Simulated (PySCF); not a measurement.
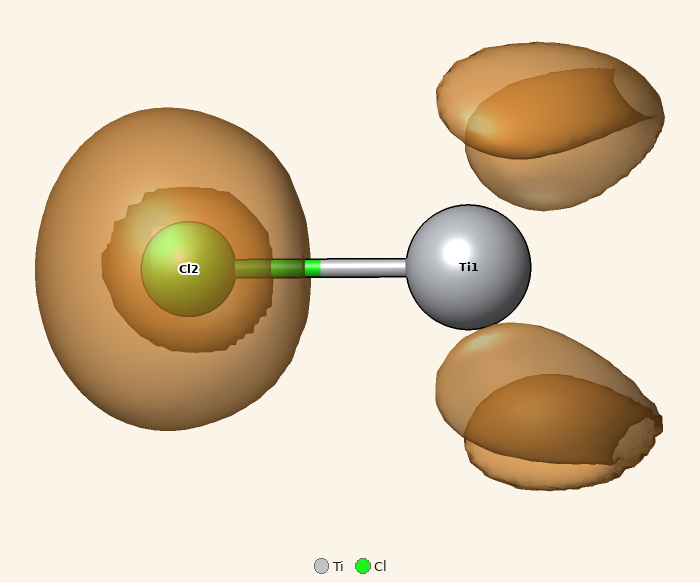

Figure 1: TiCl (quartet). Isosurface of the ELF at 0.75 (orange), seen from one side. Core shells and regions of very low density are left out.

Computed with PBE0/def2-TZVPPD, non-relativistic Hamiltonian with scalar-relativistic core potentials where named, at a bond length of 2.263 Å in PySCF 2.14.0.

| atom | x (Å) | y (Å) | z (Å) |
| --- | --- | --- | --- |
| Ti | 0.0000 | 0.0000 | -0.9544 |
| Cl | 0.0000 | 0.0000 | 1.3086 |

Question: Identify the bonds, lone pairs and shells in this picture.

Answer: The surface consists of one region wrapped around Cl (its valence shell) and two regions wrapped around Ti (the valence shell of each). Profiles from the grid: Ti–Cl (2.26 Å): the ELF peaks at about 0.85 in the valence shell of Cl, 0.8 Å from its nucleus, and is about 0.40 at the midpoint.
